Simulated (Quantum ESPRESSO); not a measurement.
Density of states of TiSi2 (Cmcm, 6 atoms in the cell).

```
TiSi2
1.0
    1.76987    -6.77753     0.00000
    1.76987     6.77753     0.00000
    0.00000     0.00000     3.57480
Ti Si
2 4
Cartesian
  1.76987  -5.37973   2.68110
  1.76987   5.37973   0.89370
  1.76987  -0.78958   2.68110
  1.76987   0.78958   0.89370
  1.76987   3.39297   2.68110
  1.76987  -3.39297   0.89370
```

Computed with PBEsol, GBRV 1.5 ultrasoft (PBESOL) pseudopotentials (plane waves; Quantum ESPRESSO 7.5).

SCF settings: ecutwfc = 50 Ry; ecutrho = 400 Ry; occupations = smearing; smearing = cold; degauss = 0.0099958 Ry; potentials = {Ti: ti_pbesol_v1.4.uspp.F.UPF, Si: si_pbesol_v1.uspp.F.UPF}; K_POINTS = automatic 5 5 5 0 0 0; conv_thr = 1e-10 Ry. Keys of the DOS step: nscf.calculation = nscf; nscf.verbosity = high; nscf.occupations = tetrahedra_opt; nscf.nbnd = 29; nscf.startingwfc = random; nscf.diago_thr_init = 1e-06; nscf.diagonalization = cg; nscf.K_POINTS = automatic 12 12 12 0 0 0; dos.x.fildos = dos.dat; dos.x.Emin = -15 eV; dos.x.Emax = 30 eV; dos.x.DeltaE = 0.1 eV.

The starting cell comes from a database of computed structures (which also holds hypothetical and non-ambient phases and stackings), without a prior relaxation at this level. Its lattice was rescaled by a random factor within 2.5 % of one. Spin polarisation is off.

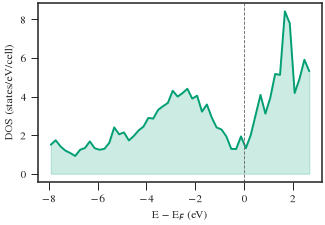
Total density of states, both spins summed.

Total DOS (both spins), as means of the tabulated values in each energy bin; the zero is the program's Fermi level or highest filled level, and the curve is cut to this window:

```
E (eV) | states/eV/cell
    -7.80 | ###### 1.62
    -7.40 | ##### 1.31
    -7.00 | #### 1.00
    -6.60 | ##### 1.29
    -6.20 | ###### 1.50
    -5.80 | ##### 1.27
    -5.40 | ####### 2.01
    -5.00 | ######## 2.09
    -4.60 | ####### 1.84
    -4.20 | ######### 2.35
    -3.80 | ########### 2.88
    -3.40 | ############# 3.41
    -3.00 | ############### 3.99
    -2.60 | ############### 4.09
    -2.20 | ############### 4.15
    -1.80 | ############# 3.63
    -1.40 | ############ 3.25
    -1.00 | ######### 2.35
    -0.60 | ###### 1.61
    -0.20 | ###### 1.61
     0.20 | ###### 1.67
     0.60 | ############# 3.57
     1.00 | ############# 3.53
     1.40 | ################### 5.15
     1.80 | ############################## 8.10
     2.20 | ################# 4.55
     2.60 | ##################### 5.61
```

Around zero the curve holds about 1.6 states/eV/cell.
